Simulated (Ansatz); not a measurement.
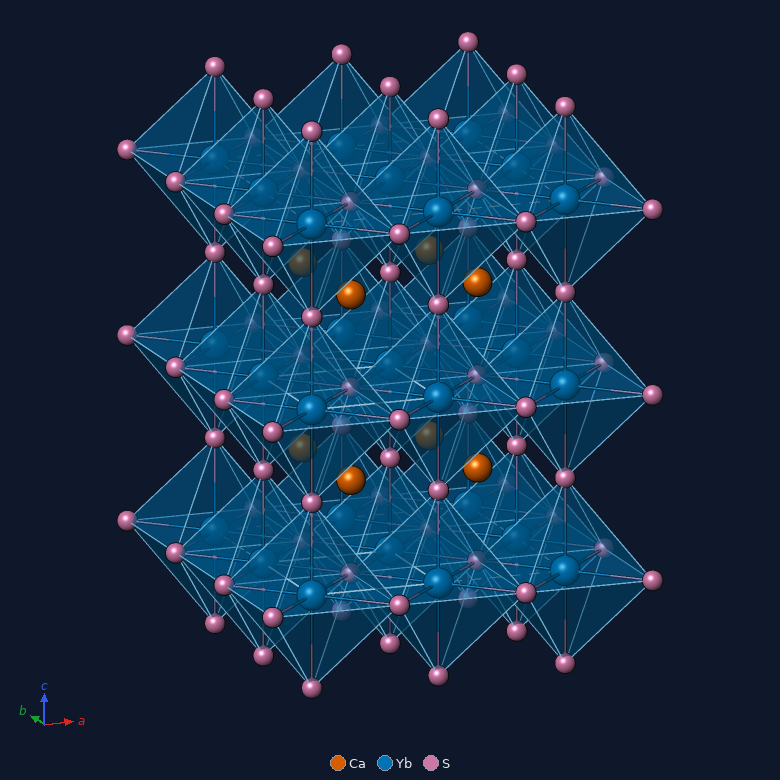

Polyhedra are drawn about Yb (bonds: S–Yb below 3.2 Å); other atoms are plain spheres.

The compound is CaYbS₂ (space group P4/mmm, No. 123), taken as the end point of a relaxation with DFT PBE, scalar-relativistic, plane waves, PAW in Ansatz 0.2.0; the starting structure was generated, so it need not be a known form of this composition.

> What figure surrounds each Yb atom, and what does it share with the other drawn polyhedra?

Yb: YbS6 octahedron, sharing corners with six neighbours and edges with four neighbours.

> What is the connectivity of the polyhedra: isolated, groups, chains, layers or framework?

They form a three-dimensional framework of corner- and edge-sharing octahedra.

> How far apart are the centres of linked polyhedra?

Centre to centre across a shared corner: 5.65 to 5.66 Å; across a shared edge: 4.00 Å.
